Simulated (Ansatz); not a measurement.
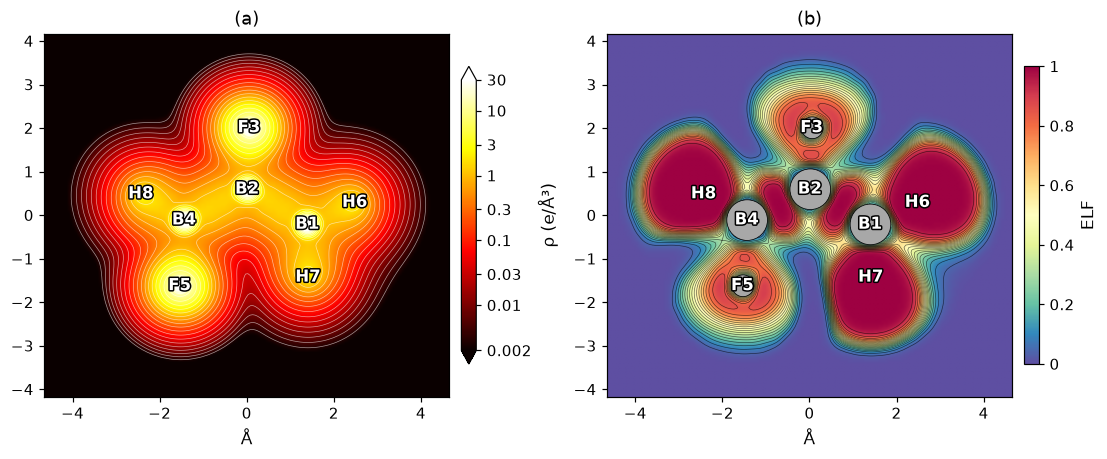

Figure. B₃F₂H₃. (a) electron density; (b) electron localisation function on the molecular plane. Grey discs cover the atomic cores in the ELF map.

The fields and orbitals are those of the mean-field reference, not of the correlated method.

The calculation used RPA, Gaussian basis, functional hf (Ansatz 0.2.0).

```xyz
8

B    -0.0636    1.3472    0.4022
B     0.5303   -0.1321    0.2563
F     1.7763   -0.4192    0.8561
B    -0.1953   -1.3091   -0.5765
F    -1.5438   -1.0542   -1.2102
H     0.4715    2.2452    0.9832
H    -1.1273    1.6458   -0.1022
H     0.2440   -2.3807   -0.6646
```

### What does the map show?

The plane passes through B, F and H nuclei. B–F (1.41 Å): the density is about 1.7 e/Å³ at the midpoint; the ELF peaks at about 0.85 between the atoms (a shared but strongly polarised pair). B–B (1.60 Å): the density is about 1.4 e/Å³ at the midpoint; the ELF peaks at about 1 between the atoms (localised, covalent bonding). B–H (1.16 Å): ρ at the midpoint is about 1.4 e/Å³; the ELF climbs to about 1 towards the hydrogen, as it does in any bond to H; an ordinary covalent bond to hydrogen. B–F (1.51 Å): ρ is about 1.3 e/Å³ halfway; the ELF peaks at about 0.85 between the atoms: a polar covalent bond. The ELF also peaks beside F5 and F3, away from the bonds: lone-pair regions.
